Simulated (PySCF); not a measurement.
## Electronic structure of C₆H₁₀O₂SSi in real space

Input

```
{"job": {"kind": "nmr", "xc": "PBE0", "basis": "pcSseg-1"}, "charge": 0, "multiplicity": 1}
C      2.518549     0.053528     1.103524
S      2.584980    -0.556536    -0.611759
C      0.927783    -0.645459    -0.995077
C      0.243619    -0.952401    -2.133206
C     -1.027584    -0.563800    -1.560812
O     -2.152575    -0.349013    -1.928031
C     -0.333432    -0.315892    -0.189804
C     -0.713897    -1.321894     0.887263
O     -0.397680     0.984096     0.290536
Si    -1.619715     2.057029     0.130878
H      3.481857     0.508645     1.309062
H      2.350684    -0.781664     1.776495
H      1.724034     0.787698     1.182402
H      0.546048    -1.304779    -3.100329
H     -1.780274    -1.230810     1.082268
H     -0.175193    -1.116070     1.809754
H     -0.498133    -2.334164     0.554156
H     -1.029664     3.093521     0.970222
H     -2.863193     1.516992     0.673786
H     -1.791364     2.481652    -1.254365
```

Run with:

```sh
OMP_NUM_THREADS=1 python probes_run.py task.json out
```

Geometry: GFN2-xTB.

The calculation used PBE0/pcSseg-1, SCF density, gas phase, non-relativistic in PySCF 2.14.0.

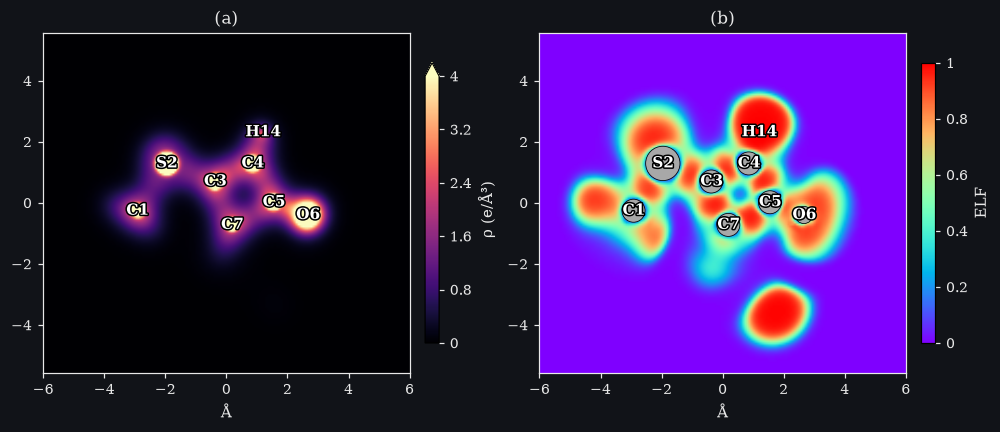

Figure 1. (a) electron density; (b) ELF on the plane of atoms C3, C4 and C5. Grey discs cover the atomic cores in the ELF map.

Interpret the plot.

Atoms in the plane: C, S, O and H. C–O (1.20 Å): ρ is about 3.3 e/Å³ halfway; the ELF peaks at about 0.85 between the atoms: a multiple bond. C–C (1.36 Å): ρ is about 2.2 e/Å³ halfway; the ELF peaks at about 0.90 between the atoms (a covalent bond). C–S (1.70 Å): ρ is about 1.5 e/Å³ halfway; the ELF peaks at about 0.90 between the atoms (a covalent bond). C–H (1.07 Å): the density is about 2.1 e/Å³ at the midpoint; the ELF climbs to about 1 towards the hydrogen, as it does in any bond to H (a covalent bond by its length). C–C (1.45 Å): ρ at the midpoint is about 1.9 e/Å³; the ELF peaks at about 0.95 between the atoms; a covalent bond. The ELF also peaks beside O6 and S2, away from the bonds: lone-pair regions.

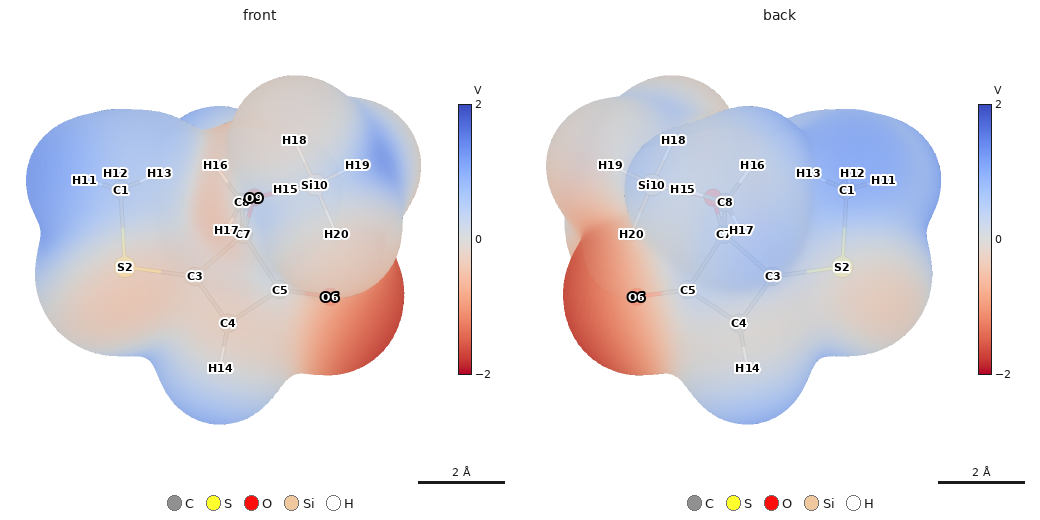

Figure 2. The molecular electrostatic potential painted on the density surface at 0.001 e/bohr³, seen from the front and from behind; the colour scale runs from red (negative) to blue (positive).

Describe the electrostatic potential map.

The most negative region (about −1.6 V) lies over O6, the most positive (about +1.1 V) over Si10, H11 and H12. O6 is the likeliest acceptor of a hydrogen bond.

What dipole moment does the calculation give?

Its dipole moment is 3.73 D.
